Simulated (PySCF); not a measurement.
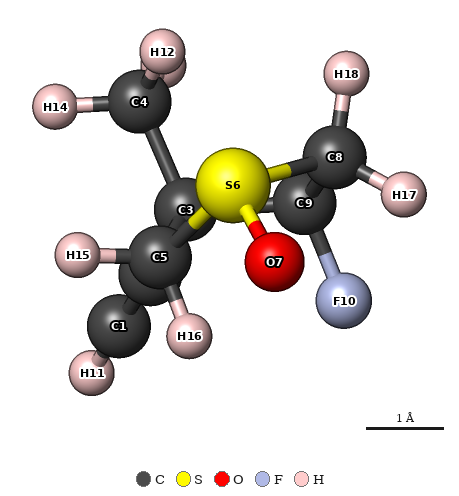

The structure (ball-and-stick view, seen at a tilt; atoms are numbered from 1 in the order of the input). Bond lengths as drawn: C–C 1.21 to 1.55 Å, C–F 1.37 Å, C–H 1.07 to 1.10 Å, C–S 1.84 to 1.87 Å and O–S 1.50 Å.

# Two runs on C$_{7}$H$_{9}$FOS

System: C$_{7}$H$_{9}$FOS, SMILES C#C[C@@]1(C)C[S@@](=O)C[C@H]1F.
Method of run A: GIAO B3LYP/pcSseg-1 NMR shielding, non-relativistic, gas phase (PySCF 2.14.0).

The geometry comes from this level: PBE0-D3(BJ)/def2-SVP. Text and figures count atoms from 1; the logs count them from 0 in places.

Input file, run A:
```
{"job": {"kind": "nmr", "xc": "B3LYP", "basis": "pcSseg-1", "pop": false}, "charge": 0, "multiplicity": 1}
C     -3.080986     1.215313    -0.379787
C     -2.008969     0.946705     0.113302
C     -0.727480     0.636795     0.743731
C     -0.496782     1.574664     1.937757
C     -0.657164    -0.830752     1.175674
S      1.104627    -1.184455     1.592285
O      1.436364    -2.533545     1.033502
C      1.653529     0.111182     0.367465
C      0.437454     0.759987    -0.264083
F      0.106769     0.073186    -1.404605
H     -4.029461     1.447546    -0.827814
H      0.444639     1.345750     2.460243
H     -0.471409     2.623603     1.609574
H     -1.316526     1.464526     2.661025
H     -1.296387    -1.067959     2.036649
H     -0.870102    -1.514667     0.341538
H      2.236570    -0.449899    -0.375603
H      2.305344     0.827829     0.885456
H      0.610434     1.813977    -0.540005
```

The first line tells a small driver script what to run in PySCF; the rest is the geometry in Å.

Command:
```bash
OMP_NUM_THREADS=1 python <driver script> task.json out
```

Hardware: 1 CPU thread, shared host.

Output (run A):
```
coarse grid: 16984 points
cycle   1  E = -844.9219430544  dE =  1.603e+00  |g| = 1.108e+00  |ddm| = 4.298e+00
cycle   2  E = -843.2821575881  dE =  1.640e+00  |g| = 2.927e+00  |ddm| = 7.098e+00
cycle   3  E = -845.1126348098  dE = -1.830e+00  |g| = 4.465e-01  |ddm| = 6.494e+00
cycle   4  E = -845.1518833724  dE = -3.925e-02  |g| = 1.972e-01  |ddm| = 7.600e-01
cycle   5  E = -845.1583902704  dE = -6.507e-03  |g| = 7.304e-02  |ddm| = 2.076e-01
cycle   6  E = -845.1593847110  dE = -9.944e-04  |g| = 3.189e-02  |ddm| = 7.988e-02
cycle   7  E = -845.1596209652  dE = -2.363e-04  |g| = 8.639e-03  |ddm| = 2.898e-02
cycle   8  E = -845.1596364025  dE = -1.544e-05  |g| = 1.969e-03  |ddm| = 9.728e-03
cycle   9  E = -845.1596372057  dE = -8.032e-07  |g| = 5.646e-04  |ddm| = 2.879e-03
final grid: 161368 points
cycle  10  E = -845.2551194357  dE = -4.659e-05  |g| = 7.477e-03  |ddm| = 5.733e-02
cycle  11  E = -845.2550933566  dE =  2.608e-05  |g| = 1.363e-02  |ddm| = 2.177e-02
cycle  12  E = -845.2551299820  dE = -3.663e-05  |g| = 2.578e-03  |ddm| = 1.886e-02
cycle  13  E = -845.2551313117  dE = -1.330e-06  |g| = 5.362e-04  |ddm| = 3.627e-03
cycle  14  E = -845.2551313543  dE = -4.257e-08  |g| = 2.328e-04  |ddm| = 6.569e-04
cycle  15  E = -845.2551313646  dE = -1.034e-08  |g| = 1.087e-04  |ddm| = 2.636e-04
cycle  16  E = -845.2551313672  dE = -2.562e-09  |g| = 2.413e-05  |ddm| = 1.009e-04
cycle  17  E = -845.2551313673  dE = -1.223e-10  |g| = 5.394e-06  |ddm| = 3.616e-05
converged SCF energy = -845.2551313673

GIAO shielding tensors (ppm)
atom      isotropic    diamagn.    paramagn.     s11        s22        s33       span
  0 C      102.507     260.113    -157.606     29.096     36.962    241.463    212.367
  1 C       93.342     256.383    -163.041    -14.490     -3.925    298.442    312.932
  2 C      133.339     249.220    -115.881    114.012    132.289    153.717     39.705
  3 C      152.969     242.465     -89.496    139.309    140.991    178.608     39.299
  4 C      109.799     251.806    -142.007     64.844    109.169    155.386     90.542
  5 S      121.894    1050.965    -929.071    -51.903    100.259    317.327    369.231
  6 O      235.381     395.062    -159.681      8.891    241.912    455.339    446.448
  7 C      113.473     253.131    -139.658     68.447    120.193    151.778     83.331
  8 C       78.020     240.440    -162.420     54.393     70.821    108.845     54.452
  9 F      353.788     477.022    -123.234    305.026    355.843    400.495     95.470
 10 H       29.226      33.784      -4.559     24.130     24.342     39.205     15.076
 11 H       30.964      28.779       2.184     25.690     31.138     36.063     10.373
 12 H       30.327      27.776       2.551     26.804     27.695     36.480      9.676
 13 H       30.147      27.166       2.981     26.976     27.592     35.872      8.896
 14 H       28.260      30.074      -1.814     25.998     27.923     30.859      4.861
 15 H       28.252      31.074      -2.822     25.949     27.203     31.604      5.654
 16 H       28.708      29.750      -1.042     25.575     27.200     33.349      7.774
 17 H       28.076      29.732      -1.656     25.720     26.680     31.828      6.109
 18 H       26.675      30.366      -3.691     23.935     26.631     29.458      5.523
```

For run B the input was changed thus:
```diff
-"xc": "B3LYP"
+"xc": "PBE0"
-"pop": false
```

How does run B compare with run A?

The total energies belong to different methods, so their difference says nothing on which is more stable or more accurate. The HOMO goes from −6.44 to −6.70 eV. The LUMO goes from 0.04 to 0.24 eV. Of all shieldings, the largest change is that of S6, by +30.4 ppm. The functional changes from B3LYP to PBE0. The SCF takes 16 iterations against 17.

Output (run B):
```
coarse grid: 16984 points
cycle   1  E = -844.3024038360  dE =  1.657e+00  |g| = 1.028e+00  |ddm| = 4.307e+00
cycle   2  E = -843.1754388542  dE =  1.127e+00  |g| = 2.518e+00  |ddm| = 6.003e+00
cycle   3  E = -844.4834934220  dE = -1.308e+00  |g| = 3.456e-01  |ddm| = 5.303e+00
cycle   4  E = -844.5064568651  dE = -2.296e-02  |g| = 1.508e-01  |ddm| = 5.800e-01
cycle   5  E = -844.5102579008  dE = -3.801e-03  |g| = 5.380e-02  |ddm| = 1.572e-01
cycle   6  E = -844.5108123299  dE = -5.544e-04  |g| = 2.189e-02  |ddm| = 5.833e-02
cycle   7  E = -844.5109239030  dE = -1.116e-04  |g| = 5.723e-03  |ddm| = 2.040e-02
cycle   8  E = -844.5109305751  dE = -6.672e-06  |g| = 1.249e-03  |ddm| = 6.280e-03
final grid: 161368 points
cycle   9  E = -844.5930959926  dE = -4.224e-05  |g| = 1.325e-02  |ddm| = 6.968e-02
cycle  10  E = -844.5930099166  dE =  8.608e-05  |g| = 2.407e-02  |ddm| = 4.662e-02
cycle  11  E = -844.5931326239  dE = -1.227e-04  |g| = 3.875e-03  |ddm| = 3.531e-02
cycle  12  E = -844.5931357363  dE = -3.112e-06  |g| = 5.696e-04  |ddm| = 4.454e-03
cycle  13  E = -844.5931357813  dE = -4.501e-08  |g| = 3.377e-04  |ddm| = 8.761e-04
cycle  14  E = -844.5931358061  dE = -2.477e-08  |g| = 1.067e-04  |ddm| = 3.524e-04
cycle  15  E = -844.5931358084  dE = -2.350e-09  |g| = 2.834e-05  |ddm| = 1.078e-04
cycle  16  E = -844.5931358086  dE = -1.621e-10  |g| = 5.858e-06  |ddm| = 4.391e-05
converged SCF energy = -844.5931358086

GIAO shielding tensors (ppm)
atom      isotropic    diamagn.    paramagn.     s11        s22        s33       span
  0 C      104.985     260.245    -155.260     32.380     40.185    242.390    210.010
  1 C       97.774     256.589    -158.815     -7.969      2.254    299.037    307.006
  2 C      140.121     248.612    -108.491    120.760    139.024    160.578     39.819
  3 C      158.995     242.706     -83.711    145.839    147.402    183.744     37.905
  4 C      117.601     251.702    -134.101     73.962    117.345    161.496     87.535
  5 S      152.335    1050.334    -897.999    -18.983    133.133    342.856    361.839
  6 O      249.746     394.045    -144.299     22.675    256.601    469.960    447.284
  7 C      121.246     252.882    -131.636     78.270    127.533    157.935     79.665
  8 C       85.350     240.041    -154.691     61.861     78.230    115.958     54.098
  9 F      358.191     475.751    -117.560    309.886    359.460    405.227     95.341
 10 H       29.006      33.642      -4.635     23.796     24.015     39.207     15.411
 11 H       30.885      28.361       2.524     25.383     31.043     36.228     10.845
 12 H       30.226      27.641       2.585     26.467     27.484     36.727     10.259
 13 H       30.033      27.227       2.806     26.656     27.372     36.070      9.415
 14 H       28.109      30.044      -1.935     25.604     27.627     31.095      5.492
 15 H       28.080      30.264      -2.183     25.608     26.964     31.669      6.061
 16 H       28.510      29.225      -0.715     25.216     26.843     33.472      8.256
 17 H       27.967      29.499      -1.532     25.400     26.386     32.113      6.713
 18 H       26.570      30.120      -3.550     23.760     26.365     29.585      5.825
```

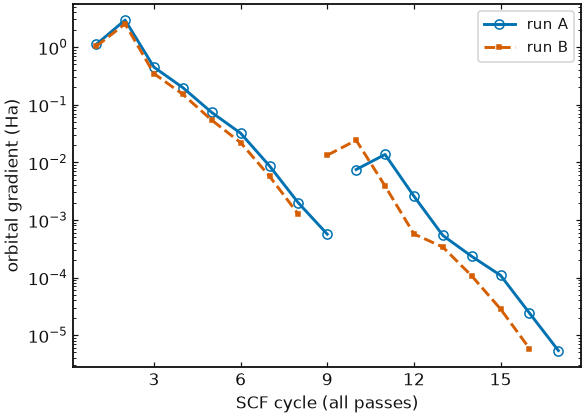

Convergence of the two runs: orbital gradient against the SCF cycle. A break in a curve parts two SCF passes (coarse and final grid). Run A takes 17 cycles in all, and run B takes 16.

The two runs side by side:

| quantity | run A | run B |
| --- | --- | --- |
| outcome | converged | converged |
| total energy (hartree) | −845.255131 | −844.593136 |
| HOMO (eV) | −6.44 | −6.70 |
| LUMO (eV) | 0.04 | 0.24 |
| dipole moment (D) | 4.84 | 4.87 |
| shielding of C3 (ppm) | 133.3 | 140.1 |
| shielding of C4 (ppm) | 153.0 | 159.0 |
| shielding of C5 (ppm) | 109.8 | 117.6 |
| shielding of S6 (ppm) | 121.9 | 152.3 |
| shielding of O7 (ppm) | 235.4 | 249.7 |
| shielding of C8 (ppm) | 113.5 | 121.2 |
| shielding of C9 (ppm) | 78.0 | 85.3 |
| SCF iterations | 17 | 16 |
| basis functions | 222 | 222 |
| wall time (shared host) | 77 s | 80 s |
